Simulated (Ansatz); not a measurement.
The starting structures come from a database of crystals and need not be the phases stable at ambient conditions.

 Where the default PAW files enter, the runs use the earlier of Ansatz's two default sets.

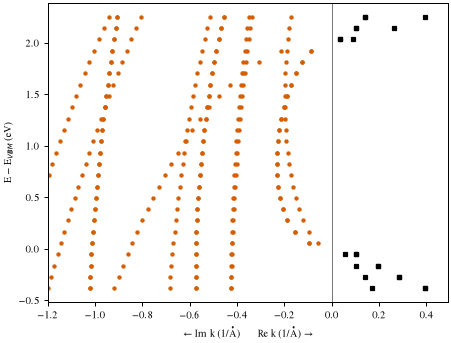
Fig. 1. Complex bands at the centre of the two-dimensional zone; r2SCAN (Ansatz, a program for electronic structure)

The gap is the functional's own, uncorrected, and κ follows it; spin-orbit coupling is left out. Mid-gap values are interpolated between the computed energies.

**Question.** This is Ca₃AsBr₃ (Pm-3m, not sure to be the ambient phase, 7 atoms a cell, 29.8 Å³ an atom) along the normal of (001). Read off the slowest decay at the centre of the two-dimensional zone at 1.04 eV, the computed energy nearest the middle of the gap.

**Answer.** κ ≈ 0.19 1/Å, a decay length 1/(2κ) of the density of 2.6 Å.
